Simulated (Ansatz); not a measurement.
## Nudged elastic band, with input and output: Si$_{2}$NH$_{9}$O (part 1 of 2)

Si$_{2}$NH$_{9}$O, computed with RHF/6-31G* (Ansatz 0.2.0).

One setting was made poor on purpose. It belongs to a series of runs on one base structure; here: band between the two ends. Figures and captions count atoms from 1; the log counts them from 0 in places.

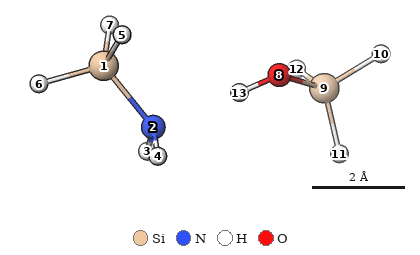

**Figure 1.** The starting structure (ball-and-stick view, seen at a tilt; atoms are numbered from 1 in the order of the input).

## Key numbers

| quantity | value |
| --- | --- |
| outcome | converged |
| barrier, forward | 1.358 eV |
| barrier, backward | 1.946 eV |
| hardware | 1 thread of Arm Neoverse V1, 24 GiB of memory available, shared host |
| wall time | 3.2 min |
| peak memory | 0.16 GiB |

## Remarks

A deliberately poor setting: loose force. The order of the saddle point was not checked.

## Input
```yaml
crystal:
  periodic: [false, false, false]
  atoms:
    - { symbol: Si, position_ang: [-0.231573, 1.004495, 0.144374] }
    - { symbol: "N", position_ang: [0.001677, 0.015712, 1.570603] }
    - { symbol: H, position_ang: [-0.825895, -0.244371, 2.0722] }
    - { symbol: H, position_ang: [0.685717, 0.336979, 2.229216] }
    - { symbol: H, position_ang: [1.086243, 1.20353, -0.478421] }
    - { symbol: H, position_ang: [-0.822149, 2.331385, 0.427404] }
    - { symbol: H, position_ang: [-1.138372, 0.276098, -0.758125] }
    - { symbol: O, position_ang: [1.329821, -2.506732, 0.652051] }
    - { symbol: Si, position_ang: [0.671625, -3.963825, 0.995179] }
    - { symbol: H, position_ang: [1.495009, -4.997107, 0.344381] }
    - { symbol: H, position_ang: [0.635109, -4.228455, 2.452902] }
    - { symbol: H, position_ang: [-0.720976, -4.075543, 0.501927] }
    - { symbol: H, position_ang: [0.896564, -1.712767, 0.963106] }
basis:
  gaussian: { orbitals: "6-31G*" }
hamiltonian:
  xc: hf
neb:
  order_check: false
  images: 7
  f_tol: 0.2
  max_iterations: 60
  final_atoms:
    - { symbol: Si, position_ang: [-0.0399775, -0.46120324, -0.52199289] }
    - { symbol: "N", position_ang: [0.46351228, 0.41765578, 2.73707706] }
    - { symbol: H, position_ang: [-0.33710611, 0.40146658, 3.34110071] }
    - { symbol: H, position_ang: [1.15666641, 0.99764753, 3.1714425] }
    - { symbol: H, position_ang: [1.11585283, 0.44192938, -0.45508336] }
    - { symbol: H, position_ang: [-1.26097659, 0.19349602, -0.03305527] }
    - { symbol: H, position_ang: [-0.25494828, -0.82339323, -1.9420992] }
    - { symbol: O, position_ang: [0.26127914, -1.83751968, 0.32317654] }
    - { symbol: Si, position_ang: [0.27687396, -3.46357104, 0.41934601] }
    - { symbol: H, position_ang: [1.21489917, -4.04059428, -0.56270212] }
    - { symbol: H, position_ang: [0.70542428, -3.85270848, 1.7757201] }
    - { symbol: H, position_ang: [-1.06727575, -4.01860499, 0.16721612] }
    - { symbol: H, position_ang: [0.82857614, -0.51520136, 2.6966508] }
  initial_path:
    images:
      - { positions_ang: [[-0.231573, 1.004495, 0.144374], [0.001677, 0.015712, 1.570603], [-0.825895, -0.244371, 2.0722], [0.685717, 0.336979, 2.229216], [1.086243, 1.20353, -0.478421], [-0.822149, 2.331385, 0.427404], [-1.138372, 0.276098, -0.758125], [1.329821, -2.506732, 0.652051], [0.671625, -3.963825, 0.995179], [1.495009, -4.997107, 0.344381], [0.635109, -4.228455, 2.452902], [-0.720976, -4.075543, 0.501927], [0.896564, -1.712767, 0.963106]] }
      - { positions_ang: [[-0.17690615, 0.75638817, 0.11378003], [0.00242098, 0.00631437, 1.72586763], [-0.83610702, -0.25969627, 2.23523889], [0.73544423, 0.31406752, 2.35161277], [1.15465724, 0.90922955, -0.47760674], [-0.79414121, 2.0504362, 0.21057049], [-1.02850432, -0.08664919, -0.68791792], [1.2555877, -2.27049731, 0.64236507], [0.62133808, -3.7590875, 0.90165786], [1.41583264, -4.7274592, 0.15958753], [0.65235297, -4.10597843, 2.3232567], [-0.7807982, -3.84544607, 0.4590866], [0.84162305, -1.54222283, 1.15929808]] }
      - { positions_ang: [[-0.12223931, 0.50828133, 0.08318605], [0.00316497, -0.00308325, 1.88113226], [-0.84631903, -0.27502154, 2.39827778], [0.78517145, 0.29115603, 2.47400955], [1.22307149, 0.61492909, -0.47679248], [-0.76613342, 1.76948741, -0.00626301], [-0.91863665, -0.44939639, -0.61771083], [1.18135439, -2.03426263, 0.63267913], [0.57105116, -3.55435, 0.80813672], [1.33665628, -4.4578114, -0.02520594], [0.66959695, -3.98350186, 2.19361141], [-0.84062039, -3.61534914, 0.4162462], [0.7866821, -1.37167867, 1.35549017]] }
      - { positions_ang: [[-0.06757246, 0.2601745, 0.05259208], [0.00390895, -0.01248088, 2.0363969], [-0.85653105, -0.29034681, 2.56131667], [0.83489868, 0.26824455, 2.59640632], [1.29148573, 0.32062864, -0.47597823], [-0.73812563, 1.48853861, -0.22309652], [-0.80876897, -0.81214358, -0.54750375], [1.10712109, -1.79802794, 0.6229932], [0.52076424, -3.34961251, 0.71461558], [1.25747992, -4.1881636, -0.20999941], [0.68684092, -3.86102528, 2.06396611], [-0.90044259, -3.38525222, 0.3734058], [0.73174115, -1.2011345, 1.55168225]] }
      - { positions_ang: [[-0.01290561, 0.01206767, 0.02199811], [0.00465293, -0.0218785, 2.19166153], [-0.86674306, -0.30567208, 2.72435555], [0.88462591, 0.24533307, 2.71880309], [1.35989998, 0.02632819, -0.47516397], [-0.71011784, 1.20758982, -0.43993002], [-0.69890129, -1.17489077, -0.47729667], [1.03288779, -1.56179325, 0.61330726], [0.47047733, -3.14487501, 0.62109443], [1.17830356, -3.9185158, -0.39479288], [0.70408489, -3.73854871, 1.93432082], [-0.96026478, -3.15515529, 0.3305654], [0.6768002, -1.03059033, 1.74787434]] }
      - { positions_ang: [[-0.01967358, -0.10625006, -0.11399964], [0.11936777, 0.08800507, 2.32801541], [-0.73433382, -0.12888741, 2.87854184], [0.95263603, 0.43341168, 2.83196294], [1.29888819, 0.13022849, -0.47014382], [-0.84783252, 0.95406637, -0.33821133], [-0.58791304, -1.08701639, -0.8434973], [0.83998562, -1.63072486, 0.54077458], [0.42207648, -3.22454902, 0.57065733], [1.18745246, -3.94903542, -0.43677019], [0.70441974, -3.76708865, 1.89467064], [-0.98701752, -3.37101771, 0.28972808], [0.71474419, -0.90174309, 1.98506845]] }
      - { positions_ang: [[-0.02644155, -0.22456778, -0.24999739], [0.23408261, 0.19788864, 2.46436929], [-0.60192458, 0.04789725, 3.03272813], [1.02064616, 0.6214903, 2.94512279], [1.2378764, 0.23412878, -0.46512366], [-0.98554721, 0.70054292, -0.23649264], [-0.47692479, -0.999142, -1.20969793], [0.64708346, -1.69965646, 0.4682419], [0.37367564, -3.30422302, 0.52022022], [1.19660137, -3.97955504, -0.4787475], [0.70475458, -3.79562859, 1.85502046], [-1.01377026, -3.58688014, 0.24889076], [0.75268817, -0.77289585, 2.22226257]] }
      - { positions_ang: [[-0.03320953, -0.34288551, -0.38599514], [0.34879744, 0.30777221, 2.60072317], [-0.46951535, 0.22468192, 3.18691442], [1.08865629, 0.80956891, 3.05828265], [1.17686462, 0.33802908, -0.46010351], [-1.1232619, 0.44701947, -0.13477395], [-0.36593653, -0.91126762, -1.57589856], [0.4541813, -1.76858807, 0.39570922], [0.3252748, -3.38389703, 0.46978312], [1.20575027, -4.01007466, -0.52072481], [0.70508943, -3.82416854, 1.81537028], [-1.04052301, -3.80274256, 0.20805344], [0.79063216, -0.64404861, 2.45945668]] }
      - { positions_ang: [[-0.0399775, -0.46120324, -0.52199289], [0.46351228, 0.41765578, 2.73707706], [-0.33710611, 0.40146658, 3.34110071], [1.15666641, 0.99764753, 3.1714425], [1.11585283, 0.44192938, -0.45508336], [-1.26097659, 0.19349602, -0.03305527], [-0.25494828, -0.82339323, -1.9420992], [0.26127914, -1.83751968, 0.32317654], [0.27687396, -3.46357104, 0.41934601], [1.21489917, -4.04059428, -0.56270212], [0.70542428, -3.85270848, 1.7757201], [-1.06727575, -4.01860499, 0.16721612], [0.82857614, -0.51520136, 2.6966508]] }
```

Launch command:
```bash
ansatz run input.yaml --threads 1 --pin off --max-ram 2048MiB --backend cpu --events-out ev --progress --plain --runs-dir out
```

## What the program printed
```
Engine: ansatz 0.2.0, aarch64-unknown-linux-gnu
Functional definition: HF
  exchange = exact_x
  correlation = 0
946 factors; integrals over basis functions are off by at most 7.3e-4 eV
mean field evaluation 1: about -19382.4052 eV, gradient 4.1e1 eV
mean field evaluation 2: about -19382.4778 eV, gradient 4.1e1 eV
mean field evaluation 4: about -19386.0142 eV, gradient 3.2e0 eV
mean field evaluation 8: about -19386.0519 eV, gradient 2.0e-1 eV
mean field -19386.05206291 eV, -712.4242729737 hartree, gradient 2.1e-5 eV, S^2 0.000000; 0 other end points of the search recorded, 0 dependent functions left out
the calculation of the forces begins
reference -19386.05206291 eV, -712.4242729737 hartree; 26, 26 occupied and 60, 60 virtual orbitals, 946 factors
946 factors; integrals over basis functions are off by at most 8.9e-4 eV
mean field evaluation 16: about -19386.5991 eV, gradient 3.5e0 eV
mean field -19386.64050063 eV, -712.4458976612 hartree, gradient 2.4e-5 eV, S^2 0.000000; 0 other end points of the search recorded, 0 dependent functions left out
[... from here on the field's lines of each further geometry are left out, up to the last ...]
NEB iter   1: max|band force component| = 4.145e0 eV/Å  barrier→ = 4.0012 eV  barrier← = 4.5896 eV  Δτ_max = 0.2000 Å  (288 SCF iters)
NEB iter   2: max|band force component| = 2.079e0 eV/Å  barrier→ = 2.1585 eV  barrier← = 2.7469 eV  Δτ_max = 0.2000 Å  (209 SCF iters)
NEB iter   3: max|band force component| = 2.361e0 eV/Å  barrier→ = 1.7254 eV  barrier← = 2.3138 eV  Δτ_max = 0.1002 Å  (208 SCF iters)
NEB iter   4: max|band force component| = 7.685e-1 eV/Å  barrier→ = 1.5657 eV  barrier← = 2.1542 eV  Δτ_max = 0.1913 Å  (212 SCF iters)
NEB iter   5: max|band force component| = 6.560e-1 eV/Å  barrier→ = 1.4905 eV  barrier← = 2.0789 eV  Δτ_max = 0.1864 Å  (212 SCF iters)
NEB iter   6: max|band force component| = 4.781e-1 eV/Å  barrier→ = 1.4468 eV  barrier← = 2.0353 eV  CI = image 4  Δτ_max = 0.1104 Å  (211 SCF iters)
NEB iter   7: max|band force component| = 3.564e-1 eV/Å  barrier→ = 1.4115 eV  barrier← = 1.9999 eV  CI = image 4  Δτ_max = 0.1964 Å  (214 SCF iters)
NEB iter   8: max|band force component| = 4.804e-1 eV/Å  barrier→ = 1.3877 eV  barrier← = 1.9761 eV  CI = image 4  Δτ_max = 0.1019 Å  (214 SCF iters)
NEB iter   9: max|band force component| = 4.138e-1 eV/Å  barrier→ = 1.3747 eV  barrier← = 1.9632 eV  CI = image 4  Δτ_max = 0.0862 Å  (208 SCF iters)
NEB iter  10: max|band force component| = 3.007e-1 eV/Å  barrier→ = 1.3665 eV  barrier← = 1.9549 eV  CI = image 4  Δτ_max = 0.0992 Å  (215 SCF iters)
NEB iter  11: max|band force component| = 2.235e-1 eV/Å  barrier→ = 1.3624 eV  barrier← = 1.9508 eV  CI = image 4  Δτ_max = 0.0668 Å  (206 SCF iters)
NEB iter  12: max|band force component| = 2.178e-1 eV/Å  barrier→ = 1.3602 eV  barrier← = 1.9486 eV  CI = image 4  Δτ_max = 0.1021 Å  (208 SCF iters)
NEB iter  13: max|band force component| = 2.410e-1 eV/Å  barrier→ = 1.3590 eV  barrier← = 1.9474 eV  CI = image 4  Δτ_max = 0.0499 Å  (210 SCF iters)
the calculation of the forces begins
reference -19386.58552166 eV, -712.4438772214 hartree; 26, 26 occupied and 60, 60 virtual orbitals, 946 factors
946 factors; integrals over basis functions are off by at most 6.7e-4 eV
mean field -19384.69405836 eV, -712.3743672273 hartree, gradient 1.7e-5 eV, S^2 0.000000; 1 other end points of the search recorded, 0 dependent functions left out
the calculation of the forces begins
reference -19384.69405836 eV, -712.3743672273 hartree; 26, 26 occupied and 60, 60 virtual orbitals, 946 factors
NEB iter  14: max|band force component| = 1.014e-1 eV/Å  barrier→ = 1.3580 eV  barrier← = 1.9464 eV  CI = image 4  Δτ_max = 0.0000 Å  (432 SCF iters)
```

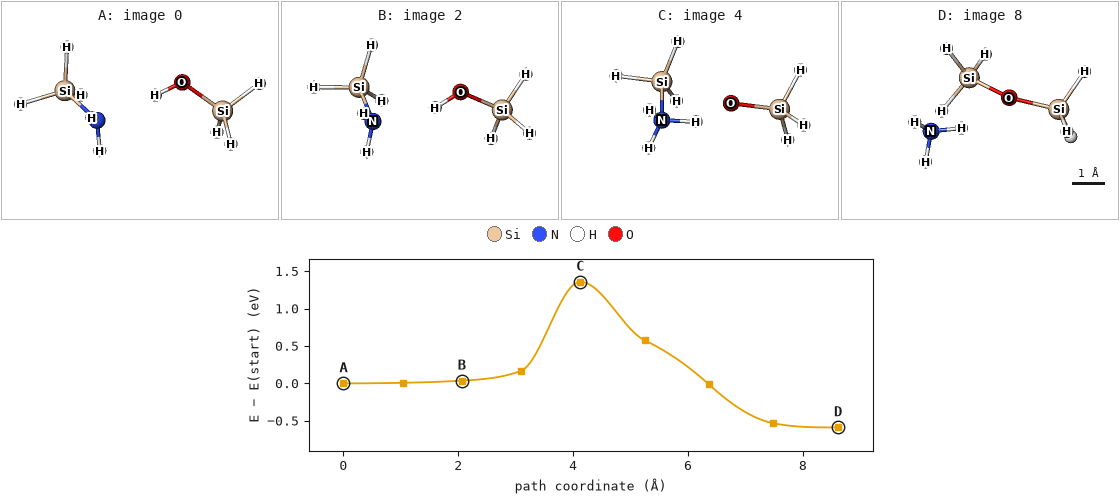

**Figure 2.** Images of the last band (counted from 0; ball-and-stick, seen at a tilt) above the energy along the path; the line is a cubic interpolation that uses the forces. The highest image is number 4, 1.358 eV above the start and 1.946 eV above the end (the climbing image); the end lies 0.588 eV below the start. The path is 8.61 Å long. The band converged in 14 iterations.
